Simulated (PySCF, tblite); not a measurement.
**C2H12OSSi3: geometry, infrared bands and NMR shifts**

Aim: predict the infrared bands and NMR shifts of C2H12OSSi3 (`C[SiH2]C[SiH2]S[SiH2]O`).

Computed with tblite 0.8.0 and PySCF 2.14.0, with density-fitted response routines of our own, on a single molecule in the gas phase. Atoms count from 0, in the outputs and in this text.

### 1 Starting geometry

19 atoms, charge 0, multiplicity 1; geometry from: force field or distance geometry start.

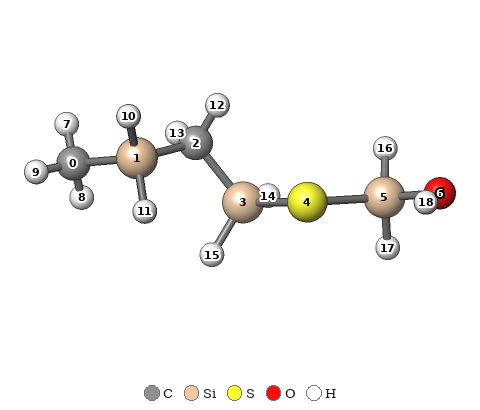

The starting geometry (carbon grey, silicon light orange, sulfur yellow, oxygen red, hydrogen white), atoms numbered.

### 2 Relaxing the molecule with GFN2-xTB

Job settings and geometry (Å):

```
{"job": {"kind": "relax", "xc": "GFN2-xTB", "basis": "xTB"}, "charge": 0, "multiplicity": 1}
C     -3.733200     0.267500     0.038300
Si    -2.108000     1.089600    -0.395500
C     -0.893200    -0.271100    -0.800700
Si     0.400900    -0.504800     0.509000
S      2.111400     0.712100     0.147800
Si     3.808100    -0.583100    -0.073500
O      5.246600     0.275200    -0.456400
H     -4.091200    -0.344300    -0.817900
H     -3.514900    -0.399800     0.912500
H     -4.513400     1.022700     0.280400
H     -2.317800     2.023300    -1.485900
H     -1.661500     1.861800     0.777700
H     -0.462000    -0.135300    -1.798700
H     -1.488600    -1.217400    -0.867500
H      0.809100    -1.923200     0.425400
H     -0.173200    -0.304200     1.853600
H      3.564900    -1.523800    -1.149700
H      3.948600    -1.283800     1.213900
H      5.057900     1.247900    -0.305000
```

On the command line:

```console
$ OMP_NUM_THREADS=1 python probes_run.py task.json out
```

This one command runs all jobs of the session in turn.

The log of the run:

```text
step      E/eV     max force
  0    -625.20056    3.043
  1    -625.45106    1.694
  2    -625.53142    1.020
  3    -625.55887    0.739
  4    -625.61040    0.420
  5    -625.62338    0.316
  6    -625.63723    0.251
  7    -625.64270    0.179
  8    -625.64882    0.180
  9    -625.65287    0.160
 10    -625.65689    0.178
 11    -625.66003    0.176
 12    -625.66259    0.126
 13    -625.66440    0.099
 14    -625.66583    0.083
 15    -625.66738    0.136
 16    -625.66897    0.139
 17    -625.67013    0.095
 18    -625.67097    0.072
 19    -625.67183    0.081
 20    -625.67292    0.123
 21    -625.67412    0.118
 22    -625.67514    0.091
 23    -625.67588    0.078
 24    -625.67654    0.080
 25    -625.67723    0.087
 26    -625.67777    0.063
 27    -625.67811    0.044
 28    -625.67834    0.034
 29    -625.67854    0.038
 30    -625.67872    0.040
 31    -625.67888    0.038
 32    -625.67905    0.038
 33    -625.67922    0.041
 34    -625.67941    0.038
 35    -625.67958    0.026
 36    -625.67973    0.029
 37    -625.67990    0.029
 38    -625.68007    0.033
 39    -625.68023    0.029
 40    -625.68037    0.034
 41    -625.68053    0.040
 42    -625.68076    0.042
 43    -625.68110    0.055
 44    -625.68153    0.060
 45    -625.68197    0.052
 46    -625.68239    0.046
 47    -625.68287    0.063
 48    -625.68350    0.078
 49    -625.68423    0.079
 50    -625.68484    0.051
 51    -625.68532    0.045
 52    -625.68580    0.063
 53    -625.68628    0.070
 54    -625.68674    0.061
 55    -625.68717    0.046
 56    -625.68766    0.060
 57    -625.68831    0.102
 58    -625.68919    0.113
 59    -625.69011    0.074
 60    -625.69088    0.064
 61    -625.69170    0.076
 62    -625.69297    0.130
 63    -625.69480    0.178
 64    -625.69658    0.176
 65    -625.69492    0.192
 66    -625.69894    0.078
 67    -625.69978    0.071
 68    -625.70209    0.099
 69    -625.70419    0.115
 70    -625.70755    0.117
 71    -625.70968    0.094
 72    -625.70841    0.160
 73    -625.71143    0.067
 74    -625.71207    0.059
 75    -625.71534    0.082
 76    -625.71667    0.075
 77    -625.71985    0.129
 78    -625.72183    0.137
 79    -625.72383    0.093
 80    -625.72539    0.093
 81    -625.72676    0.107
 82    -625.72777    0.077
 83    -625.72859    0.051
 84    -625.72927    0.068
 85    -625.72999    0.093
 86    -625.73148    0.120
 87    -625.73337    0.118
 88    -625.73490    0.081
 89    -625.73579    0.046
 90    -625.73624    0.043
 91    -625.73654    0.041
 92    -625.73697    0.054
 93    -625.73757    0.056
 94    -625.73813    0.044
 95    -625.73856    0.047
 96    -625.73891    0.047
 97    -625.73926    0.040
 98    -625.73960    0.049
 99    -625.73993    0.044
100    -625.74029    0.044
101    -625.74074    0.057
102    -625.74127    0.047
103    -625.74185    0.065
104    -625.74230    0.052
105    -625.74288    0.049
106    -625.74335    0.042
107    -625.74372    0.049
108    -625.74399    0.043
109    -625.74429    0.058
110    -625.74463    0.058
111    -625.74509    0.059
112    -625.74567    0.063
113    -625.74610    0.072
114    -625.74661    0.069
115    -625.74708    0.045
116    -625.74784    0.063
117    -625.74831    0.063
118    -625.74919    0.060
119    -625.75054    0.070
120    -625.75124    0.078
121    -625.75119    0.170
122    -625.75291    0.071
123    -625.75401    0.056
124    -625.75756    0.111
125    -625.75860    0.119
126    -625.76005    0.098
127    -625.76104    0.088
128    -625.76177    0.065
129    -625.76253    0.052
130    -625.76332    0.101
131    -625.76385    0.066
132    -625.76441    0.075
133    -625.76535    0.100
134    -625.76635    0.099
135    -625.76723    0.051
136    -625.76793    0.063
137    -625.76835    0.108
138    -625.76892    0.056
139    -625.76950    0.074
140    -625.77031    0.099
141    -625.77103    0.090
142    -625.77185    0.057
143    -625.77232    0.087
144    -625.77250    0.103
145    -625.77283    0.031
146    -625.77298    0.025
147    -625.77317    0.028
148    -625.77337    0.038
149    -625.77366    0.045
150    -625.77409    0.046
151    -625.77463    0.046
152    -625.77529    0.049
153    -625.77592    0.126
154    -625.77698    0.082
155    -625.77818    0.067
156    -625.77943    0.094
157    -625.78024    0.062
158    -625.78120    0.133
159    -625.78210    0.074
160    -625.78320    0.093
161    -625.78498    0.129
162    -625.78871    0.093
163    -625.78877    0.407
164    -625.79062    0.183
165    -625.79235    0.103
166    -625.79339    0.068
167    -625.79447    0.134
168    -625.79567    0.095
169    -625.79677    0.094
170    -625.79794    0.078
171    -625.79916    0.104
172    -625.79984    0.090
173    -625.80032    0.120
174    -625.80084    0.051
175    -625.80109    0.048
176    -625.80131    0.037
177    -625.80157    0.034
178    -625.80170    0.032
179    -625.80188    0.025
180    -625.80209    0.028
181    -625.80238    0.039
182    -625.80271    0.049
183    -625.80304    0.039
184    -625.80334    0.033
185    -625.80365    0.036
186    -625.80396    0.041
187    -625.80437    0.049
188    -625.80490    0.056
189    -625.80561    0.052
190    -625.80620    0.049
191    -625.80673    0.049
192    -625.80707    0.038
193    -625.80740    0.032
194    -625.80761    0.033
195    -625.80779    0.033
196    -625.80796    0.027
197    -625.80811    0.026
198    -625.80824    0.025
199    -625.80836    0.029
200    -625.80848    0.027
201    -625.80861    0.032
202    -625.80878    0.048
203    -625.80897    0.051
204    -625.80917    0.038
205    -625.80939    0.033
206    -625.80962    0.039
207    -625.80990    0.042
208    -625.81019    0.050
209    -625.81044    0.041
210    -625.81061    0.027
211    -625.81075    0.050
212    -625.81089    0.039
213    -625.81109    0.028
214    -625.81122    0.022
215    -625.81136    0.026
216    -625.81147    0.025
217    -625.81161    0.026
218    -625.81173    0.024
219    -625.81181    0.017
220    -625.81185    0.014
221    -625.81189    0.012
222    -625.81194    0.013
223    -625.81199    0.015
224    -625.81205    0.015
225    -625.81211    0.016
226    -625.81218    0.024
227    -625.81228    0.028
228    -625.81240    0.025
229    -625.81253    0.025
230    -625.81267    0.026
231    -625.81283    0.026
232    -625.81301    0.033
233    -625.81322    0.038
234    -625.81340    0.038
235    -625.81353    0.026
236    -625.81356    0.038
237    -625.81371    0.019
238    -625.81379    0.018
239    -625.81388    0.014
240    -625.81393    0.016
241    -625.81397    0.013
242    -625.81399    0.011
243    -625.81401    0.008
```

It took 4.7 s on 1 thread of Intel Xeon, shared host.

Along the way: (not every step is listed)

```csv
step,energy from step 0 (eV),largest force (eV/Å)
0,0.0000,3.0427
1,-0.2505,1.6937
2,-0.3309,1.0198
3,-0.3583,0.7395
4,-0.4098,0.4204
5,-0.4228,0.3158
6,-0.4367,0.2515
7,-0.4421,0.1785
8,-0.4483,0.1805
31,-0.4783,0.0378
54,-0.4862,0.0614
77,-0.5193,0.1294
100,-0.5397,0.0441
123,-0.5534,0.0564
146,-0.5724,0.0253
169,-0.5962,0.0944
192,-0.6065,0.0380
215,-0.6108,0.0262
238,-0.6132,0.0176
239,-0.6133,0.0139
240,-0.6134,0.0157
241,-0.6134,0.0128
242,-0.6134,0.0108
243,-0.6135,0.0085
```

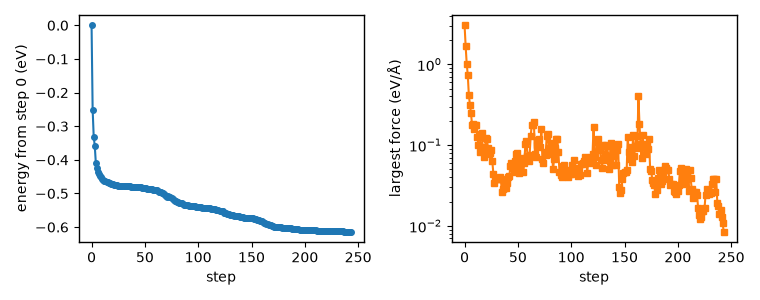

Energy and largest force along the relaxation.

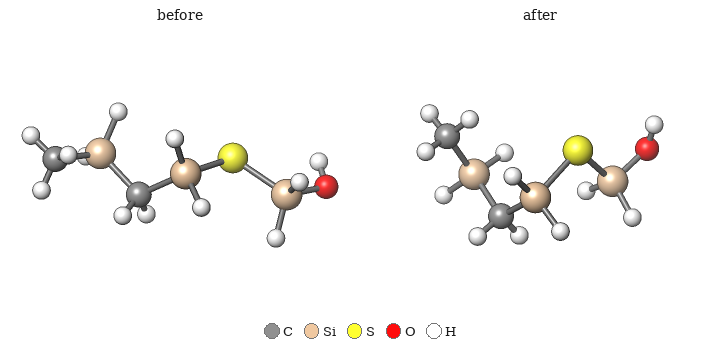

The geometry before (left) and after (right).

Close pairs (by a distance rule), those that changed most:

| bond | before (Å) | after (Å) | change (Å) |
| --- | --- | --- | --- |
| Si5–O6 | 1.718 | 1.615 | -0.103 |
| O6–H18 | 1.002 | 0.954 | -0.048 |
| Si1–C2 | 1.869 | 1.911 | +0.042 |
| C2–Si3 | 1.856 | 1.893 | +0.037 |
| C0–H8 | 1.121 | 1.086 | -0.035 |
| C2–H13 | 1.120 | 1.090 | -0.030 |
| C0–H9 | 1.112 | 1.086 | -0.027 |
| C0–H7 | 1.112 | 1.087 | -0.025 |

The end geometry stands in the next job.

### 3 Vibrational analysis with GFN2-xTB

Job settings and geometry (Å):

```
{"job": {"kind": "ir", "xc": "GFN2-xTB", "basis": "xTB"}, "charge": 0, "multiplicity": 1}
C     -2.647471     0.965050     0.530925
Si    -1.514195     0.825761    -0.980539
C     -0.763763    -0.929946    -1.058549
Si     0.037829    -1.582496     0.527205
S      1.407459    -0.154779     1.363807
Si     2.841000     0.125822    -0.209567
O      3.962492     1.146434     0.346730
H     -3.411778     0.192674     0.531190
H     -2.078334     0.867248     1.451103
H     -3.151294     1.926389     0.555744
H     -2.280746     1.041657    -2.217797
H     -0.442004     1.824706    -0.912565
H     -0.025733    -0.948804    -1.861139
H     -1.541431    -1.635709    -1.349602
H      0.801062    -2.804332     0.266860
H     -0.911152    -1.777669     1.615005
H      2.226552     0.771311    -1.356742
H      3.434075    -1.170048    -0.514552
H      4.047628     1.325983     1.280186
```

The log of the run:

```text
mode    cm-1     km/mol
  1      16.7      0.36
  2      37.0      0.10
  3      49.0      0.18
  4      81.9      3.31
  5      84.2      1.27
  6     118.3     53.69
  7     130.5     53.41
  8     144.9      0.05
  9     176.4     14.08
 10     209.6     14.73
 11     238.4      0.21
 12     433.8     48.70
 13     460.7     32.48
 14     487.1     31.37
 15     497.0     89.78
 16     511.3    100.62
 17     560.3      4.04
 18     589.2     52.50
 19     603.2      4.03
 20     632.8     37.11
 21     641.5     49.74
 22     698.1    118.67
 23     716.8    113.07
 24     729.9    494.42
 25     764.8    160.41
 26     778.9     42.03
 27     780.9     74.53
 28     798.6    525.70
 29     813.9    537.62
 30     826.5     13.10
 31     829.6     99.48
 32     844.9    272.10
 33     926.1    168.83
 34    1019.8      6.93
 35    1136.7     82.91
 36    1372.0     17.40
 37    1454.5      0.70
 38    1482.2      0.23
 39    1487.2      0.98
 40    2194.6    478.34
 41    2233.5    208.09
 42    2244.5    221.58
 43    2290.6    378.91
 44    2317.9    189.55
 45    2341.9    174.20
 46    2971.1     44.66
 47    2983.6     18.91
 48    3033.1     25.04
 49    3038.4     28.01
 50    3047.1     23.47
 51    3653.9     45.52
```

Wall time 2.1 s (1 thread of Intel Xeon, shared host).

The strongest bands and the atoms that carry them (share of the mass-weighted mode):

```csv
cm⁻¹,km/mol,atoms
730,494.4,"H15 23 %, H14 21 %, C2 14 %"
799,525.7,"H17 29 %, H16 27 %"
814,537.6,"H18 47 %, H16 16 %"
845,272.1,"H9 30 %, Si1 17 %, C0 12 %"
2195,478.3,H10 93 %
2234,208.1,H11 93 %
2244,221.6,H14 93 %
2291,378.9,H17 86 %
```

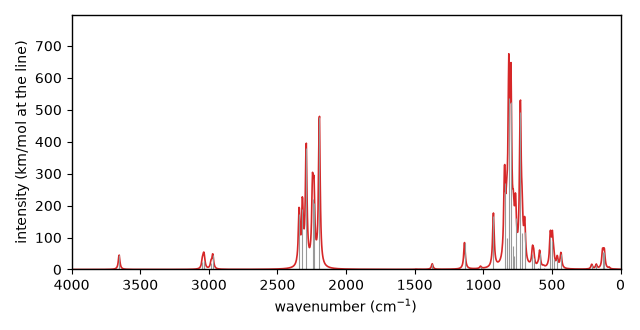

The infrared spectrum from these modes, unscaled. Lines are broadened to a width of 14 cm⁻¹ (Lorentzian).

### 4 Shielding tensors: PBE0/pcSseg-1

Same as in step 3 but for these lines:

```diff
@@ -1,2 +1,2 @@
-{"job": {"kind": "ir", "xc": "GFN2-xTB", "basis": "xTB"}, "charge": 0, "multiplicity": 1}
+{"job": {"kind": "nmr", "xc": "PBE0", "basis": "pcSseg-1"}, "charge": 0, "multiplicity": 1}
 C     -2.647471     0.965050     0.530925
```

Method: GIAO PBE0/pcSseg-1 NMR shielding, non-relativistic, gas phase.

The log of the run:

```text
coarse grid: 17200 points
cycle   1  E = -1424.4947373301  dE =  3.830e-01  |g| = 8.204e-01  |ddm| = 3.881e+00
cycle   2  E = -1424.3587310434  dE =  1.360e-01  |g| = 1.172e+00  |ddm| = 1.626e+00
cycle   3  E = -1424.6268192746  dE = -2.681e-01  |g| = 1.168e-01  |ddm| = 1.089e+00
cycle   4  E = -1424.6293266254  dE = -2.507e-03  |g| = 4.196e-02  |ddm| = 1.340e-01
cycle   5  E = -1424.6297365357  dE = -4.099e-04  |g| = 6.072e-03  |ddm| = 4.553e-02
cycle   6  E = -1424.6297450320  dE = -8.496e-06  |g| = 2.270e-03  |ddm| = 9.286e-03
final grid: 145616 points
cycle   7  E = -1424.6800729253  dE = -2.497e-05  |g| = 1.093e-02  |ddm| = 3.091e-02
cycle   8  E = -1424.6800521614  dE =  2.076e-05  |g| = 1.436e-02  |ddm| = 2.409e-02
cycle   9  E = -1424.6801007177  dE = -4.856e-05  |g| = 9.274e-04  |ddm| = 1.396e-02
cycle  10  E = -1424.6801008858  dE = -1.681e-07  |g| = 2.331e-04  |ddm| = 9.653e-04
cycle  11  E = -1424.6801008971  dE = -1.122e-08  |g| = 6.385e-05  |ddm| = 2.579e-04
cycle  12  E = -1424.6801008979  dE = -8.768e-10  |g| = 2.070e-05  |ddm| = 7.617e-05
converged SCF energy = -1424.6801008979

GIAO shielding tensors (ppm)
atom      isotropic    diamagn.    paramagn.     s11        s22        s33       span
  0 C      193.806     254.189     -60.383    188.888    194.176    198.353      9.465
  1 Si     396.538     881.340    -484.802    362.525    392.301    434.789     72.265
  2 C      190.695     260.770     -70.074    183.715    191.350    197.020     13.304
  3 Si     383.648     881.605    -497.956    323.856    399.868    427.221    103.365
  4 S      770.478    1063.512    -293.034    672.886    805.616    832.932    160.046
  5 Si     363.005     879.047    -516.042    339.341    341.834    407.840     68.499
  6 O      311.031     384.579     -73.548    280.352    294.585    358.156     77.805
  7 H       31.672      30.425       1.247     27.143     29.206     38.668     11.526
  8 H       31.190      33.476      -2.286     25.602     30.945     37.024     11.422
  9 H       31.532      28.940       2.592     26.791     27.646     40.158     13.367
 10 H       27.406      29.733      -2.327     23.409     25.444     33.364      9.955
 11 H       27.268      31.434      -4.166     23.496     27.022     31.285      7.789
 12 H       31.756      34.049      -2.293     27.233     29.442     38.593     11.360
 13 H       31.924      31.845       0.079     26.692     28.860     40.221     13.529
 14 H       26.583      30.114      -3.532     21.720     25.254     32.774     11.055
 15 H       26.901      31.006      -4.105     23.325     25.211     32.166      8.841
 16 H       26.275      31.399      -5.124     21.595     26.947     30.284      8.690
 17 H       26.123      29.296      -3.173     21.984     25.083     31.300      9.316
 18 H       30.256      31.158      -0.902     21.691     27.059     42.017     20.327
```

Wall time 52 s (1 thread of Intel Xeon, shared host); peak memory 0.94 GiB.

The references, computed at this level on geometries of the same kind, shield at (ppm): ¹H TMS 31.72, ¹³C TMS 186.9, ²⁹Si TMS 349.2, ¹⁷O H2O 336.1, ³³S CS2 504. Their shielding less the atom's gives the shift. The references are single molecules in the gas phase, so shifts against H2O, NH3, PH3, H3PO4 or CFCl3 are not on the usual liquid scales and can be off by tens of ppm. Atoms listed in one row are averaged.

| atoms | environment | σ (ppm) | δ (ppm) | δ scaled to CDCl3 |
| --- | --- | --- | --- | --- |
| C2 | sp3 CH2 bonded to 2 Si | 190.7 | -3.8 | -5.6 |
| C0 | methyl carbon bonded to Si | 193.8 | -6.9 | -8.6 |
| H16, H17 | hydrogen on a silicon bonded to O, S | 26.20 | 5.52 | – |
| H14, H15 | hydrogen on a silicon bonded to C, S | 26.74 | 4.98 | – |
| H10, H11 | hydrogen on a silicon bonded to 2 C | 27.34 | 4.38 | – |
| H18 | hydrogen on an oxygen bonded to Si | 30.26 | 1.46 | – |
| H7, H8, H9 | hydrogen on a methyl carbon bonded to Si | 31.46 | 0.25 | 0.34 |
| H12, H13 | hydrogen on an sp3 CH2 bonded to 2 Si | 31.84 | -0.12 | -0.01 |
| Si5 | silicon bonded to O, S, 2 H | 363.0 | -13.8 | – |
| Si3 | silicon bonded to C, S, 2 H | 383.6 | -34.5 | – |
| Si1 | silicon bonded to 2 C, 2 H | 396.5 | -47.4 | – |
| S4 | sulfur bonded to 2 Si | 770 | -267 | – |
| O6 | oxygen bonded to Si, H | 311.0 | 25.0 | – |

The scaled column applies a straight-line fit of computed shieldings to shifts measured in CDCl3, with any fitted terms for Cl, Br or S neighbours (root-mean-square error 0.16 ppm for H, 1.9 ppm for C).

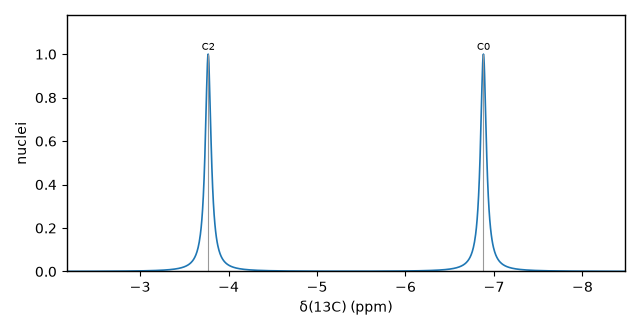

¹³C lines at the computed shifts, without couplings. Lines are broadened to a width of 0.08 ppm (Lorentzian).

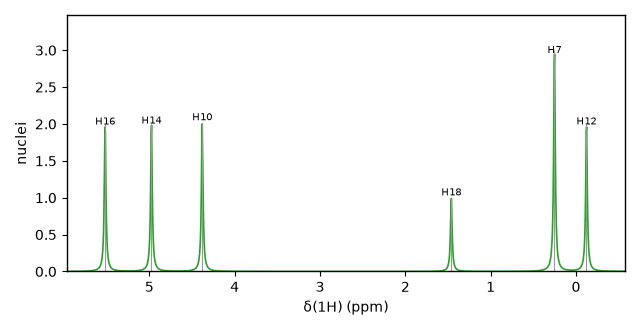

¹H lines at the computed shifts, without couplings. Lines are broadened to a width of 0.02 ppm (Lorentzian).

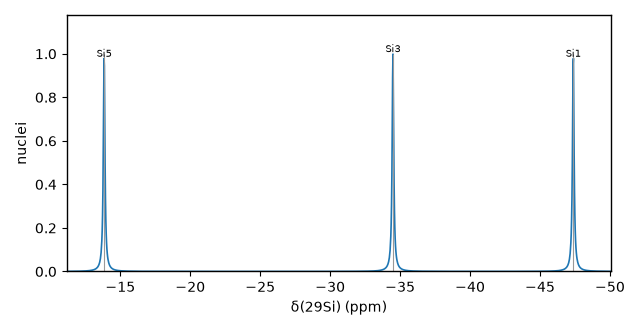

²⁹Si lines at the computed shifts, without couplings. Lines are broadened to a width of 0.13 ppm (Lorentzian).

Charges from the same density, by scheme (e):

| atoms | Mulliken | IAO | Hirshfeld | ESP fit |
| --- | --- | --- | --- | --- |
| C0 | -0.63 | -0.72 | -0.21 | -0.70 |
| Si1 | 0.65 | 0.77 | 0.34 | 0.71 |
| C2 | -0.86 | -0.84 | -0.25 | -0.58 |
| Si3 | 0.55 | 0.70 | 0.32 | 0.49 |
| S4 | -0.58 | -0.48 | -0.19 | -0.49 |
| Si5 | 0.80 | 0.97 | 0.38 | 0.76 |
| O6 | -0.54 | -0.79 | -0.31 | -0.70 |

Mulliken charges:

C0 -0.63; Si1 0.65; C2 -0.86; Si3 0.55; S4 -0.58; Si5 0.80; O6 -0.54; H7 0.14; H8 0.15; H9 0.14; H10 -0.08; H11 -0.06; H12 0.18; H13 0.17; H14 -0.04; H15 -0.04; H16 -0.10; H17 -0.11; H18 0.25

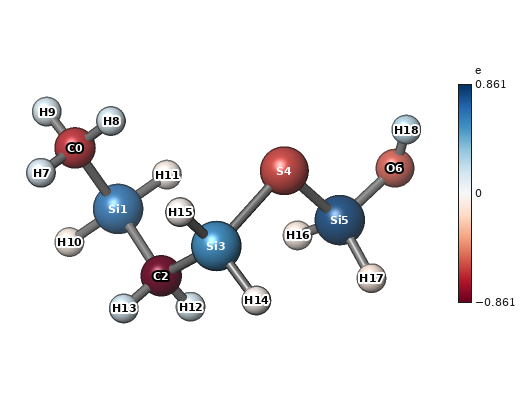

Mulliken charges, as colours on the atoms.

Mayer bond orders: C0–Si1 0.96, Si1–C2 0.88, C2–Si3 0.92, Si3–S4 0.94, S4–Si5 0.91, Si5–O6 1.05.

### 5 Results

```
                                                              quantity                                    value
                             strongest single infrared mode (GFN2-xTB)                     814 cm⁻¹, 538 km/mol
                                          zero-point energy (GFN2-xTB)                            80.8 kcal/mol
                                ¹³C shifts against TMS (PBE0/pcSseg-1)                           -3.8, -6.9 ppm
¹H shifts against TMS (PBE0/pcSseg-1, means over atoms taken as alike)  5.52, 4.98, 4.38, 1.46, 0.25, -0.12 ppm
                               ²⁹Si shifts against TMS (PBE0/pcSseg-1)                  -13.8, -34.5, -47.4 ppm
                                ³³S shifts against CS2 (PBE0/pcSseg-1)                                 -267 ppm
                                ¹⁷O shifts against H2O (PBE0/pcSseg-1)                                 25.0 ppm
```

The optimisation took 243 steps and gained 0.613 eV; among the close pairs (by a distance rule), Si5–O6 changed most, from 1.718 to 1.615 Å. No mode is imaginary among the 51: a minimum at this level. The strongest single mode, at 814 cm⁻¹, is spread over many atoms; the largest shares are those of H18, H16. GFN2-xTB is a fitted tight-binding method: band positions and strengths are rough. Its intensities can rank the bands wrongly. At PBE0/pcSseg-1: Shielding is most anisotropic at S4 (span 160 ppm, paramagnetic term -293 ppm).
